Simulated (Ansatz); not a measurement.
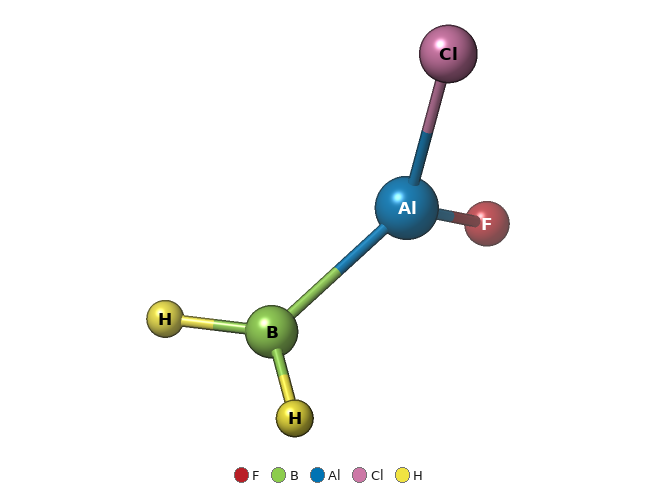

Depth is shown by fading: the farther an atom, the more it takes the colour of the background. Computed geometry: PBE-D4/def2-SVP optimisation. No frequency run is at hand to confirm it as a minimum.

Which symmetry elements does this geometry have?

Answer. It has 1 mirror plane, so the point group is Cs. The group has 2 operations. The geometry is achiral, and symmetry allows a dipole moment.
